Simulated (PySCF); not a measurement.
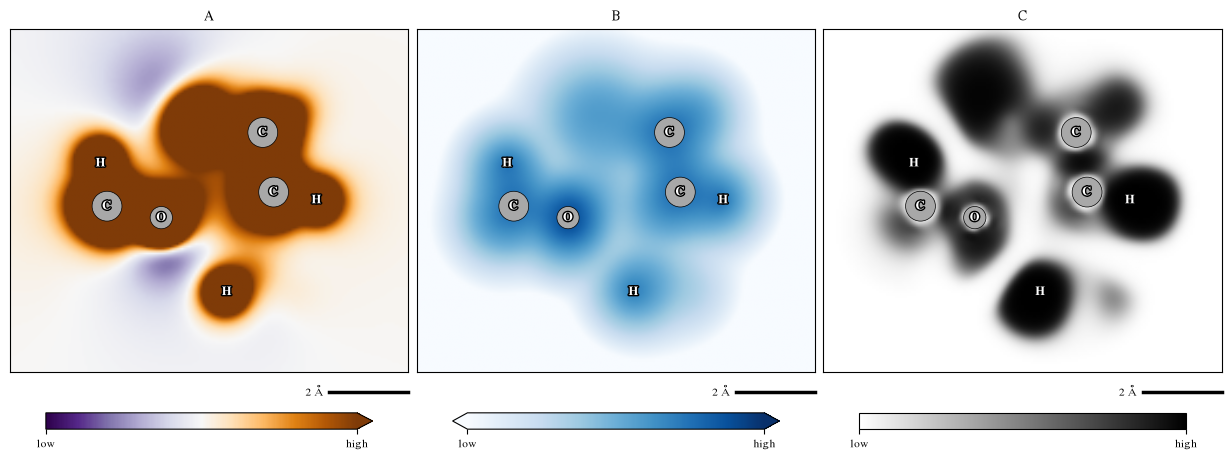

C$_{6}$H$_{13}$OP: 3 fields on the plane of atoms O2, C1 and H10, with unlabelled colour scales. Grey discs cover the atomic cores.

Geometry: GFN2-xTB.

Level of theory: PBE0/pcSseg-1, SCF density, gas phase, non-relativistic in PySCF 2.14.0.

> Match the panels to the quantities (electron density, electron localisation function and electrostatic potential).

Panel A: electrostatic potential (strongly positive close to the atoms, with negative regions outside electron-rich atoms). Panel B: electron density. Panel C: electron localisation function. From the grid: C–O (1.40 Å): ρ at the midpoint is about 2.1 e/Å³, with its minimum of 1.8 e/Å³ about 0.5 Å from C; the ELF peaks at about 0.90 between the atoms: a polar covalent bond. C–C (1.53 Å): ρ is about 1.6 e/Å³ halfway; the ELF peaks at about 0.95 between the atoms; localised, covalent bonding.
